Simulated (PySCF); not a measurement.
# SF2: structure of the triplet

Aim: relax SF2 as a triplet from a bent start, check by its vibrations whether the end is a minimum, and collect its spectrum and constants.

Computed with PySCF 2.14.0. Level: B3LYP, basis S def2-TZVP, F def2-TZVP, no relativity, density fitting.

### Step 1. Where the work starts

3 atoms, charge 0, spin multiplicity 3.

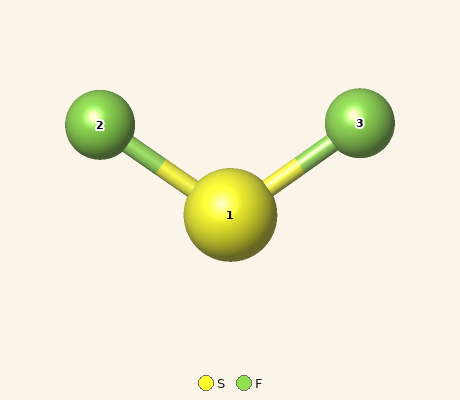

The starting geometry (sulfur yellow, fluorine green); atoms are numbered from 1 in the order of the file.

```xyz
3
charge 0 multiplicity 3
S     0.0000    0.0000    0.0000
F     1.3680    0.0000    0.9579
F    -1.3680    0.0000    0.9579
```

### Step 2. First SCF at the start

The steps below are one call of a driver around PySCF. For each, scf.py gives the equivalent set-up of the SCF; relaxations use the driver's own optimiser. After this first run the driver tries any further starts and a stability analysis.

scf.py

```python
from pyscf import gto, scf, dft
mol = gto.M(atom='''
S      0.000000     0.000000     0.000000
F      1.368000     0.000000     0.957900
F     -1.368000     0.000000     0.957900''',
    basis={'S': 'def2-TZVP', 'F': 'def2-TZVP'},
    charge=0, spin=2)
mf = dft.UKS(mol, xc='B3LYP')
mf.grids.atom_grid = (50, 194)
aux = {'S': 'def2-universal-JKFIT', 'F': 'def2-universal-JKFIT'}
mf = mf.density_fit(auxbasis=aux)
mf.conv_tol = 1e-08
mf.diis_space = 10
mf.max_cycle = 60
mf.init_guess = 'minao'
mf.verbose = 4
mf.kernel()
```

Launch:

```console
> OMP_NUM_THREADS=4 python axn.py task.json out
```

Standard output:

```text
init E= -598.103868135974
[... the frontier-level lines of each cycle are left out ...]
cycle= 1 E= -597.745718373585  delta_E= 0.358  |g|= 0.557  |ddm|= 1.48
cycle= 2 E= -597.1957646461  delta_E= 0.55  |g|= 1.39  |ddm|= 0.936
cycle= 3 E= -597.855998762745  delta_E= -0.66  |g|= 0.0295  |ddm|= 0.629
cycle= 4 E= -597.856387142408  delta_E= -0.000388  |g|= 0.0177  |ddm|= 0.0414
cycle= 5 E= -597.856507884964  delta_E= -0.000121  |g|= 0.00286  |ddm|= 0.0226
cycle= 6 E= -597.856514910179  delta_E= -7.03e-06  |g|= 0.00138  |ddm|= 0.00489
cycle= 7 E= -597.856516046259  delta_E= -1.14e-06  |g|= 0.000248  |ddm|= 0.00198
cycle= 8 E= -597.856516092041  delta_E= -4.58e-08  |g|= 7.82e-05  |ddm|= 0.000329
cycle= 9 E= -597.856516095256  delta_E= -3.21e-09  |g|= 2.56e-05  |ddm|= 0.000106
Extra cycle  E= -597.856516094669  delta_E= 5.87e-10  |g|= 5.16e-05  |ddm|= 4.05e-05
converged SCF energy = -597.856516094669  <S^2> = 2.0044057  2S+1 = 3.0029357
```

This step, with its further starts and checks, needed 6.9 s of wall time on 4 threads of Arm Neoverse V2, shared host.

Energies from each starting density:

```
                      start  energy (Eh)
    the minimal-basis guess  -597.856516
a thermally smeared density  -597.856516
      a smeared PBE density  -597.856516
```

The test of internal stability and the other starts found no lower solution of this spin.

### Step 3. Relaxation: bent start, triplet

The program finds C2v symmetry in the start, which this walk keeps. The walk stops when the largest gradient is under 0.0003 Eh/bohr and the energy has settled too.

Edit scf.py of step 2 so:

```diff
@@ -3,3 +3,3 @@
-S      0.000000     0.000000     0.000000
-F      1.368000     0.000000     0.957900
-F     -1.368000     0.000000     0.957900''',
+S      0.000000     0.000000    -0.520190
+F      1.368000     0.000000     0.437710
+F     -1.368000     0.000000     0.437710''',
@@ -15 +14,0 @@
-mf.init_guess = 'minao'
```

Steps of the walk:

```
step  energy (Eh)  change (kJ/mol)  largest symmetric gradient (Eh/bohr)
   0  -597.856516             0.00                               0.04469
   1  -597.889337           -86.17                               0.04378
   2  -597.902111          -119.71                               0.02518
   3  -597.905873          -129.59                               0.01461
   4  -597.907876          -134.84                               0.00289
   5  -597.907982          -135.12                               0.00075
   6  -597.907990          -135.15                               0.00019
   7  -597.907991          -135.15                               0.00001
```

The walk took 6.7 s.

Geometry (Å) and forces (eV/Å) at some steps:

```
step 0
S    0.000   0.000  -0.520   0.000   0.000   1.077
F    1.368   0.000   0.438   2.298   0.000  -0.539
F   -1.368   0.000   0.438  -2.298   0.000  -0.539
step 1
S    0.000   0.000  -0.371   0.000   0.000   2.251
F    1.566   0.000   0.363   0.010   0.000  -1.126
F   -1.566   0.000   0.363  -0.010   0.000  -1.126
step 4
S    0.000   0.000  -0.073   0.000   0.000   0.064
F    1.652   0.000   0.214   0.149   0.000  -0.032
F   -1.652   0.000   0.214  -0.149   0.000  -0.032
step 7
S    0.000   0.000  -0.046   0.000   0.000   0.001
F    1.665   0.000   0.200  -0.001   0.000   0.000
F   -1.665   0.000   0.200   0.000   0.000   0.000
```

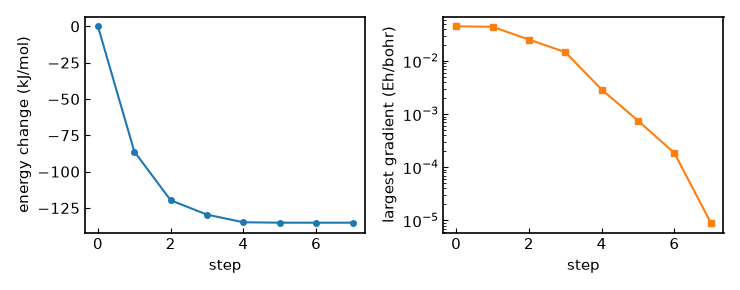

Energy and largest gradient along the walk.

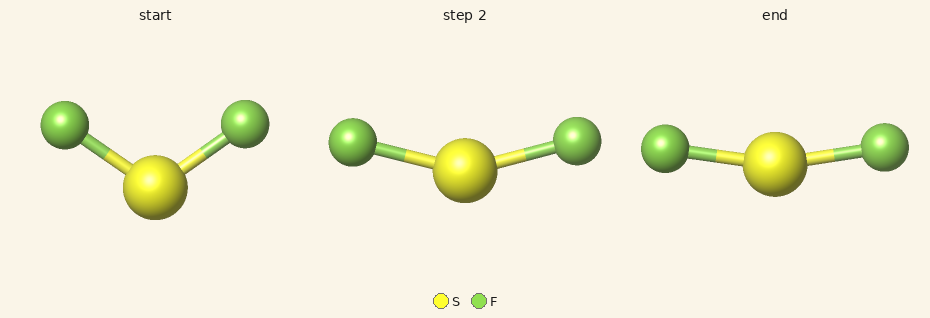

The geometry along the walk, at one scale.

End point (C2v, 7 steps, 135.1 kJ/mol gained): S–F 1.683 Å (×2); F–S–F 163.2°.

### Step 4. Is it a minimum? Harmonic modes

The point is checked on the finer grid, and tightened if its gradient asks for it. The Hessian and the dipole derivatives come from central differences of analytic gradients, with steps of 0.02 bohr.

Edit scf.py of step 3 so:

```diff
@@ -3,3 +3,3 @@
-S      0.000000     0.000000    -0.520190
-F      1.368000     0.000000     0.437710
-F     -1.368000     0.000000     0.437710''',
+S      0.000000     0.000000    -0.130707
+F      1.665225     0.000000     0.111014
+F     -1.665225     0.000000     0.111014''',
@@ -9 +9 @@
-mf.grids.atom_grid = (50, 194)
+mf.grids.atom_grid = (75, 302)
@@ -12 +12 @@
-mf.conv_tol = 1e-08
+mf.conv_tol = 1e-10
```

The driver hands on the density of the step before, so the log starts near convergence.

Log of the central SCF (cycles and frontier levels):

```text
init E= -597.907968907205
[... the frontier-level lines of each cycle are left out ...]
cycle= 1 E= -597.907968907203  delta_E= 2.27e-12  |g|= 1.08e-06  |ddm|= 9.09e-07
Extra cycle  E= -597.907968907201  delta_E= 2.05e-12  |g|= 2.33e-06  |ddm|= 1.56e-06
converged SCF energy = -597.907968907201  <S^2> = 2.0039481  2S+1 = 3.0026309
```

The whole step took 15 s.

Geometry: C2v; S–F 1.683 Å (×2); F–S–F 163.5°.

Modes, for the most abundant isotopes:

```csv
symmetry,ω (cm⁻¹),IR (km/mol),μ (u),type
a1,178,6.8,24.01,bend
a1,582,4.8,19.22,stretch
b2,677,472,24.30,stretch
```

No imaginary mode, so this is a minimum.

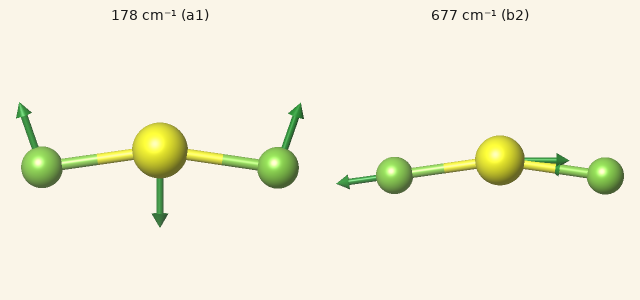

Displacements of 2 of the modes, as arrows (one member where a mode is degenerate).

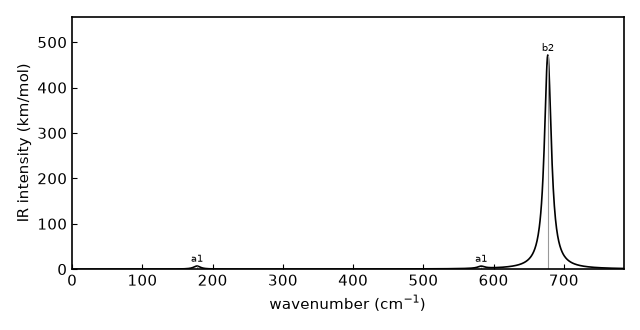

The harmonic infrared spectrum (widths in cm⁻¹). Lines are broadened to a width of 12 cm⁻¹ (Lorentzian).

Properties at this point:

```
Dipole moment                                                   : 0.36 D
Highest occupied level                                          : -8.42 eV
Lowest empty level                                              : -5.01 eV
Rotational constants                                            : 16.62, 0.16, 0.1585 cm⁻¹
Zero-point energy                                               : 8.6 kJ/mol
Principal polarisabilities                                      : 14.3, 14.5, 35.1 bohr³
Atomisation energy without zero-point energy                    : 618 kJ/mol
Principal traceless quadrupole moments about the centre of mass : -6.20, 2.93, 3.27 D Å
Entropy at 298.15 K and 1 bar (electronic part: spin only)      : 265.8 J/(mol K)
Heat capacity Cp at 298.15 K                                    : 49.2 J/(mol K)
Enthalpy at 298.15 K above 0 K                                  : 12.25 kJ/mol
Rotational symmetry number                                      : 2
Spin squared ⟨S²⟩                                               : 2.004
```

Populations by atom (charges in e):

```json
{"atom": "S1", "Mulliken": "0.53", "Löwdin": "0.47", "polar tensor": "1.20", "spin (Mulliken)": "1.60", "Mayer order to S1": "–"}
{"atom": "F2,3", "Mulliken": "-0.27", "Löwdin": "-0.24", "polar tensor": "-0.60", "spin (Mulliken)": "0.20", "Mayer order to S1": "0.94"}
```

Mulliken populations on S1: s 6.04, p 9.05, d 0.33, f 0.04.

### Step 5. What came out

| quantity | value |
| --- | --- |
| minimum | triplet, C2v |
| geometry | S–F 1.683 Å (×2); F–S–F 163.5° |
| wavenumbers (cm⁻¹) | 178 (a1), 582 (a1), 677 (b2) |
| dipole moment | 0.36 D |
| highest occupied, lowest empty level (either spin) | -8.42, -5.01 eV |
| polar-tensor charge of S1 | +1.20 e |
| zero-point energy | 8.6 kJ/mol |
| entropy at 298.15 K | 265.8 J/(mol K) |
| atomisation energy (no zero-point energy) | 618 kJ/mol |
| ⟨S²⟩ | 2.004 |

What this shows: The molecule stays C2v, as typed, and the end point is a minimum. In the infrared the band at 677 cm⁻¹ (b2, stretch) leads. Most of the spin sits on S1 (Mulliken spin 1.60, against 2 for the whole molecule). Other starts or spin states, not run here, may lie lower.

The search up to here took 29 s.
